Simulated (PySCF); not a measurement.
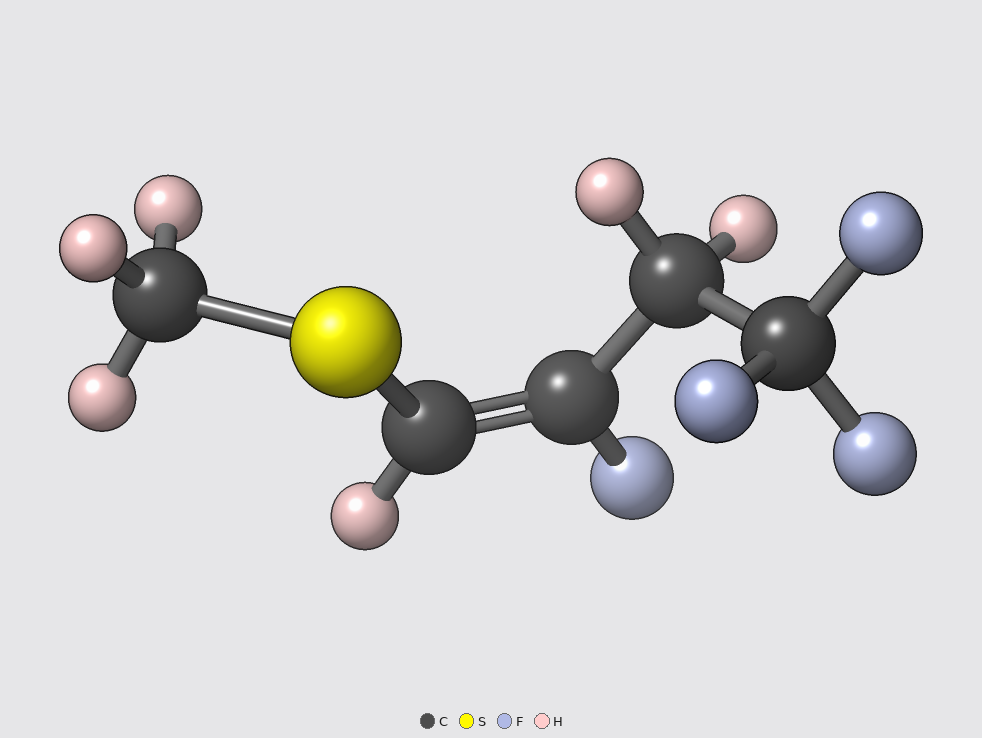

Rendered structure (ball-and-stick style). Multiple sticks mark multiple bonds (one Kekulé form).

Computed geometry: PBE0-D3(BJ)/def2-SVP optimisation. No frequency run is at hand to confirm it as a minimum.

Question: What is the molecular formula?

Answer: C₅H₆F₄S, 16 atoms: 5 carbon, 6 hydrogen, 4 fluorine and 1 sulfur.

Question: How many bonds of each kind are drawn?

Answer: 6 C–H, 4 C–F, 3 C–C, 2 C–S.

Question: Describe its rings.

Answer: It has no ring.

More results for the same structure follow; atom numbers are the same in all pictures, views and colours differ.

### Geometry

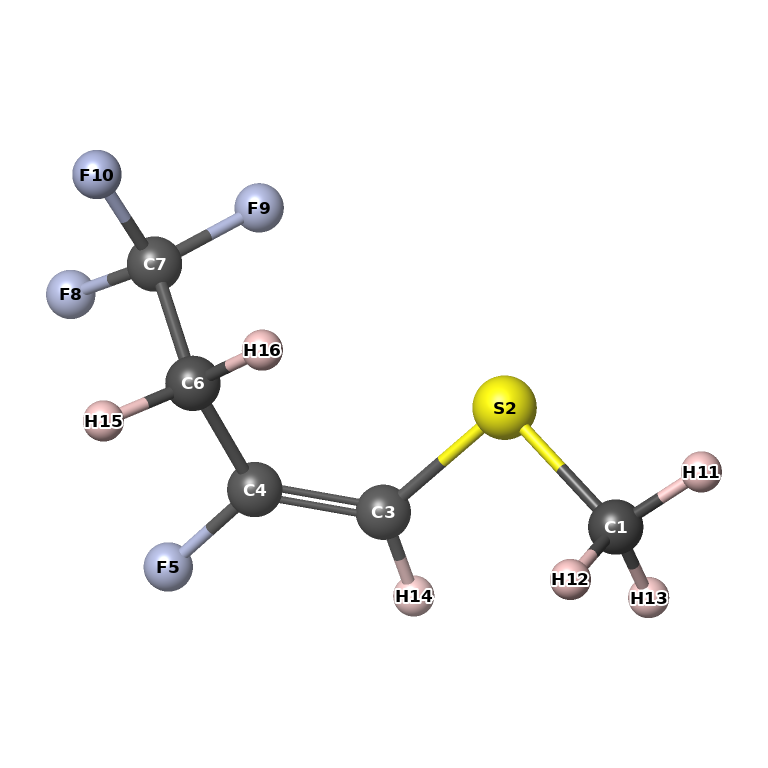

Numbered structure. No frequency run is at hand to confirm it as a minimum.

Which atoms are bonded, and how long are the bonds?

```tsv
bond	length (Å)	order
C1–S2	1.809	single
C1–H11	1.099	single
C1–H12	1.099	single
C1–H13	1.100	single
S2–C3	1.750	single
C3–C4	1.339	double
C3–H14	1.095	single
C4–F5	1.336	single
C4–C6	1.487	single
C6–C7	1.513	single
C6–H15	1.100	single
C6–H16	1.100	single
C7–F8	1.334	single
C7–F9	1.334	single
C7–F10	1.335	single
```

### Excitation

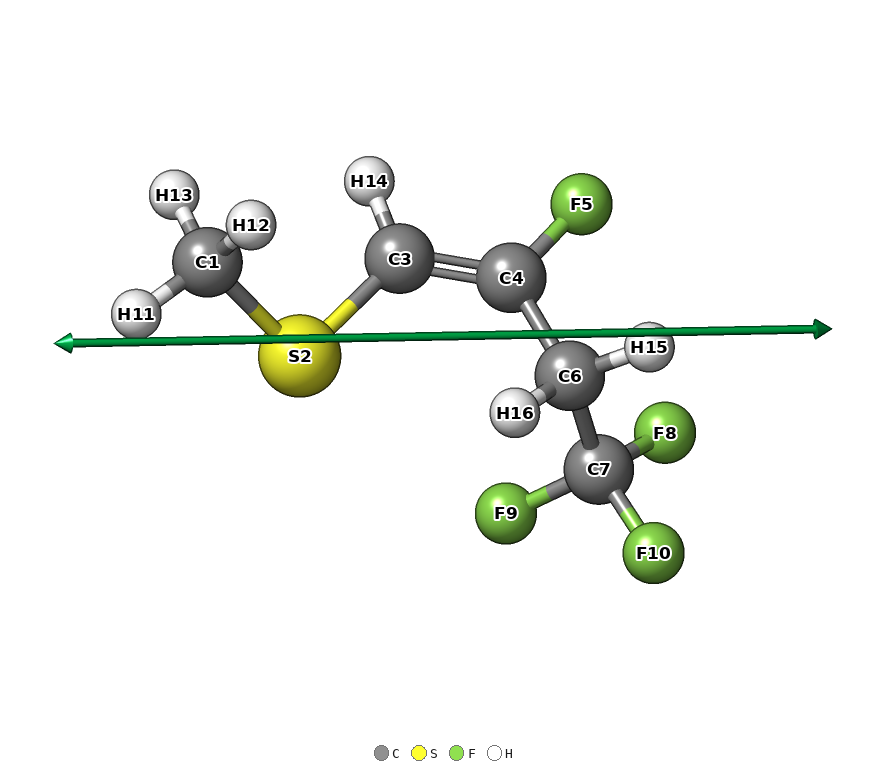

The double arrow shows the direction of the transition dipole to excited singlet state 2 (its length means nothing). No frequency run is at hand to confirm it as a minimum. Properties computed with TDDFT PBE0/def2-SVPD, vertical, gas phase, core orbitals frozen in the response (PySCF 2.14.0).

Question: Where does the transition lie, and how strong is it?

Answer: 5.83 eV (213 nm), oscillator strength 0.023, mainly HOMO → LUMO+1 (weight 0.78); transition dipole 1.02 D.

### NMR shielding

The questions are on isotropic NMR shieldings of the C atoms. No frequency run is at hand to confirm it as a minimum. Properties computed with GIAO PBE0/pcSseg-1 NMR shielding, non-relativistic, gas phase (PySCF 2.14.0).

List the isotropic NMR shieldings of the C atoms.

| atom | σ (ppm) |
| --- | --- |
| C1 | 162.4 |
| C3 | 65.5 |
| C4 | 22.2 |
| C6 | 146.5 |
| C7 | 54.8 |

### Polarisability

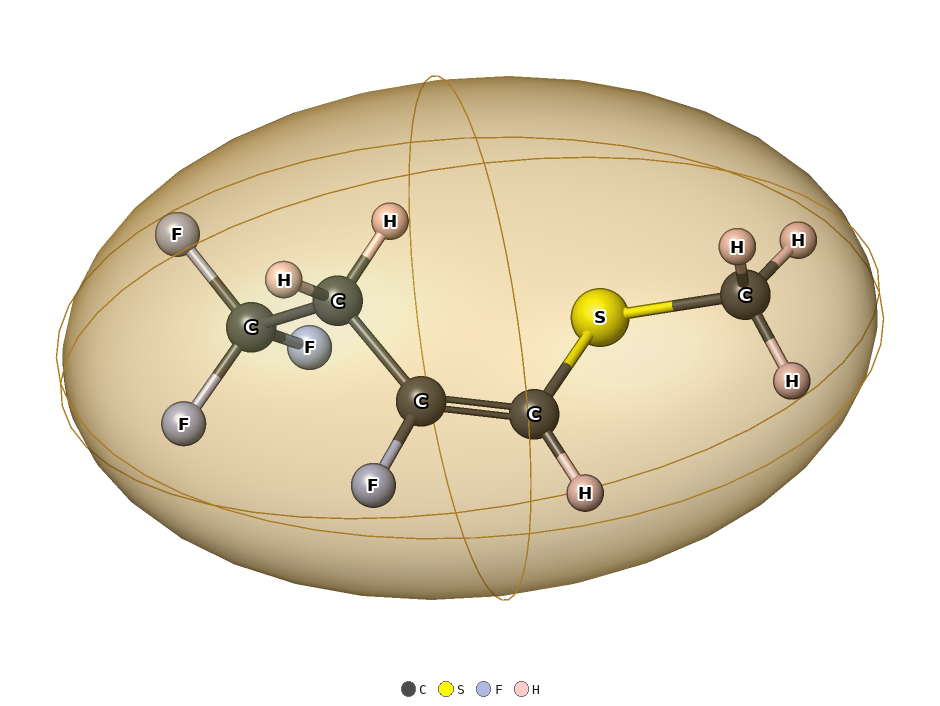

The ellipsoid shows the static dipole polarisability: its half-axes are proportional to the principal values. No frequency run is at hand to confirm it as a minimum. Level of theory: PBE0/def2-SVPD (PySCF 2.14.0).

Question: Give the principal values, the mean and the anisotropy.

Answer: Principal values 68.0, 77.7, 115.9 bohr³; mean 87.2 bohr³ (12.92 Å³); anisotropy 43.8 bohr³, so the longest axis is 1.70 times the shortest.

### Charges

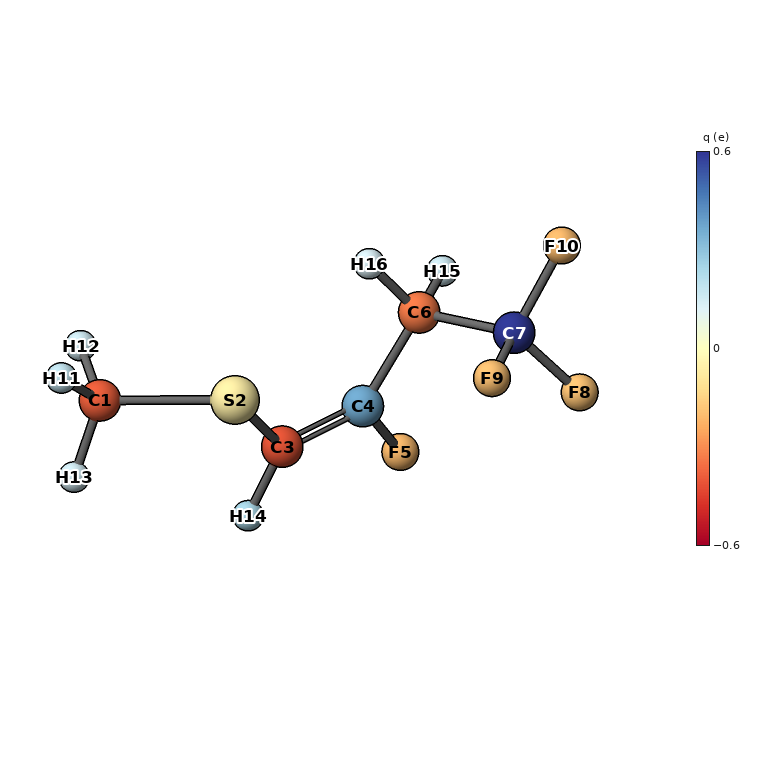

Atoms are coloured by their ESP-fitted charges. No frequency run is at hand to confirm it as a minimum. Properties computed with PBE0/pcSseg-1, gas phase (PySCF 2.14.0).

Question: Which atom carries the highest charge (most positive or least negative)?

Answer: C7 (0.59 e).

Question: And the lowest?

Answer: C3 (−0.40 e).

List the ESP-fitted charges.

```json
{"atom": "C1", "value (e)": "−0.38"}
{"atom": "S2", "value (e)": "−0.06"}
{"atom": "C3", "value (e)": "−0.40"}
{"atom": "C4", "value (e)": "0.37"}
{"atom": "F5", "value (e)": "−0.20"}
{"atom": "C6", "value (e)": "−0.33"}
{"atom": "C7", "value (e)": "0.59"}
{"atom": "F8", "value (e)": "−0.18"}
{"atom": "F9", "value (e)": "−0.19"}
{"atom": "F10", "value (e)": "−0.20"}
{"atom": "H11", "value (e)": "0.18"}
{"atom": "H12", "value (e)": "0.15"}
{"atom": "H13", "value (e)": "0.15"}
{"atom": "H14", "value (e)": "0.24"}
{"atom": "H15", "value (e)": "0.16"}
{"atom": "H16", "value (e)": "0.13"}
```
